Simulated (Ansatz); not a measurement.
# Frozen-phonon scan for SiO2 (space group P4_32_12)

Starting cell, SiO$_{2}$ (space group P4_32_12):

```yaml
crystal:
  lattice:
    - [4.94583, 0.00000, 0.00000]
    - [0.00000, 4.94583, 0.00000]
    - [0.00000, 0.00000, 6.87356]
  atoms:
    - { symbol: Si, position: [0.19586, 0.19586, 0.00000] }
    - { symbol: Si, position: [0.30414, 0.69586, 0.75000] }
    - { symbol: Si, position: [0.80414, 0.80414, 0.50000] }
    - { symbol: Si, position: [0.69586, 0.30414, 0.25000] }
    - { symbol: O, position: [0.61285, 0.73741, 0.68310] }
    - { symbol: O, position: [0.76259, 0.11285, 0.43310] }
    - { symbol: O, position: [0.38715, 0.26259, 0.18310] }
    - { symbol: O, position: [0.23741, 0.88715, 0.93310] }
    - { symbol: O, position: [0.11285, 0.76259, 0.56690] }
    - { symbol: O, position: [0.26259, 0.38715, 0.81690] }
    - { symbol: O, position: [0.88715, 0.23741, 0.06690] }
    - { symbol: O, position: [0.73741, 0.61285, 0.31690] }
```

A phonon eigenvector at Γ is frozen into this cell: atom i moves by Q times the vector below, so Q is the largest atomic displacement, in Å. The cell is held. It is one choice among 2 degenerate patterns.

```
atom       x       y       z
----  ------  ------  ------
Si1   -0.096   0.105   0.379
Si2   -0.096  -0.105   0.379
Si3   -0.096   0.105  -0.379
Si4   -0.096  -0.105  -0.379
O5    -0.007  -0.008   0.035
O6     0.176  -0.797   0.578
O7    -0.007  -0.008  -0.035
O8     0.176  -0.797  -0.578
O9    -0.007   0.008  -0.035
O10    0.176   0.797  -0.578
O11   -0.007   0.008   0.035
O12    0.176   0.797   0.578
```

Level of theory: LDA (plane waves to 420 eV, PAW, scalar-relativistic; Ansatz, a program for electronic structure). k mesh 6×6×4 (Γ-centred), Fermi-Dirac smearing 0.05 eV. The energy includes the smearing's −TS. Compression counts positive. SiO2 was relaxed with its symmetry unable to fall. ΔE is measured from the undisplaced structure.

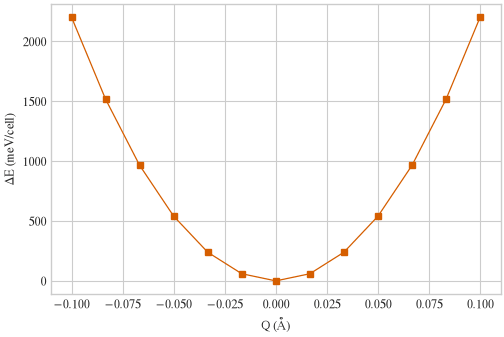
*ΔE (meV/cell) against Q (Å); markers are the computed points, lines only join them.*

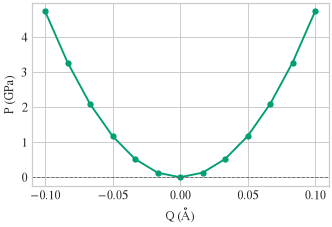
Figure: P (GPa) against Q (Å); one marker a computed point.

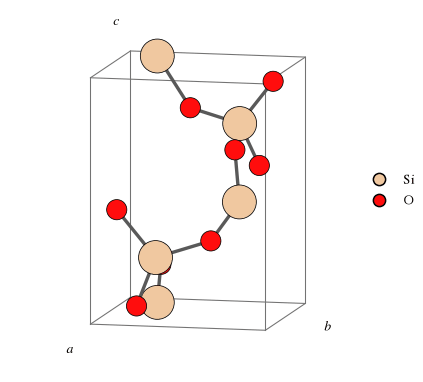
The cell of the calculation at Q = 0.100 Å.

The energy at Q = 0.100 Å comes out as 2203 meV/cell. Symmetry of the curve: even: the same for both signs. Harmonic wavenumber from the curvature (finite differences): 1190 cm⁻¹. Space group of the distorted cell: P2_1 (No. 4), lowered from P4_32_12. Shape of the curve: a single well with its minimum at or next to zero displacement.

E″ = 429.71 eV/Å², M = Σ mᵢ|uᵢ|² = 82.5 u, ν̃ = 521.5·√(|E″|/M).

(A displaced cell: forces are minus the slopes of the energy, force constants its curvatures, and phonons follow from these.)
